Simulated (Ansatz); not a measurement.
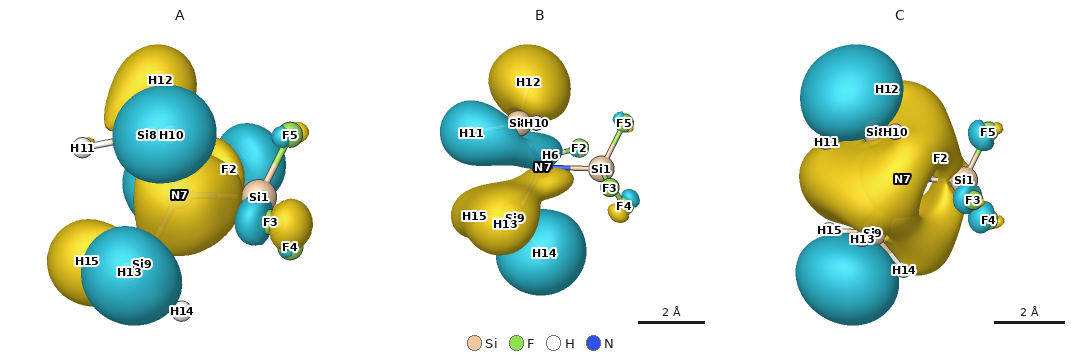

F$_{4}$H$_{7}$NSi$_{3}$. Three frontier orbitals at ±0.06 Å⁻³ᐟ² (yellow and cyan are the two phases), in no order.

A transition-state structure; geometry: PBE0-D4/def2-TZVP.

Computed with Ansatz 0.2.0, RKS PBE0-D4/def2-TZVPP.

The calculation's input:

```
crystal:
  periodic: [false, false, false]
  atoms:
    - {symbol: Si, position_ang: [-1.128437, 0.598967, -1.036430]}
    - {symbol: F, position_ang: [-0.502704, 2.287837, -0.142201]}
    - {symbol: F, position_ang: [-1.487867, -0.880099, -1.543334]}
    - {symbol: F, position_ang: [-2.559330, 1.043540, -0.549757]}
    - {symbol: F, position_ang: [-0.552998, 1.213814, -2.369004]}
    - {symbol: H, position_ang: [0.049189, 1.407548, 0.349653]}
    - {symbol: N, position_ang: [0.118310, 0.141123, 0.184653]}
    - {symbol: Si, position_ang: [1.728521, -0.309521, -0.439704]}
    - {symbol: Si, position_ang: [-0.426439, -0.865601, 1.552521]}
    - {symbol: H, position_ang: [1.595352, -1.402378, -1.427338]}
    - {symbol: H, position_ang: [2.500788, -0.768900, 0.740835]}
    - {symbol: H, position_ang: [2.338445, 0.896089, -1.040177]}
    - {symbol: H, position_ang: [-0.128267, -2.284291, 1.245882]}
    - {symbol: H, position_ang: [-1.877972, -0.645739, 1.727330]}
    - {symbol: H, position_ang: [0.333310, -0.432389, 2.747270]}
basis:
  gaussian: {orbitals: def2-TZVPP}
hamiltonian: {xc: pbe0, dispersion: d4}
output: {orbitals: {seedname: orbitals}}
```

Run with:

```sh
ansatz run in.yaml --threads 2 --pin off --events-out ev --progress --plain --max-ram 20480MiB --backend cuda --devices 0, --max-vram 18GiB
```

> Which picture is the HOMO−1, the HOMO and the LUMO?

B is the HOMO−1 (−10.27 eV). By Hirshfeld shares it lies mainly on Si9 (about 25 %), H14 (about 25 %), Si8 (about 15 %), H12 (about 15 %), H13 (about 5 %) and H11 (about 5 %). A is the HOMO (−9.36 eV). It lies mainly on N7 (about 30 %), F2 (about 20 %), Si9 (about 10 %), Si8 (about 10 %), H13 (about 10 %) and H10 (about 10 %). C is the LUMO (−0.91 eV). By Hirshfeld shares it lies mainly on Si8 (about 30 %), Si9 (about 30 %) and N7 (about 10 %).

> What is the HOMO–LUMO gap?

8.45 eV between the orbital energies.
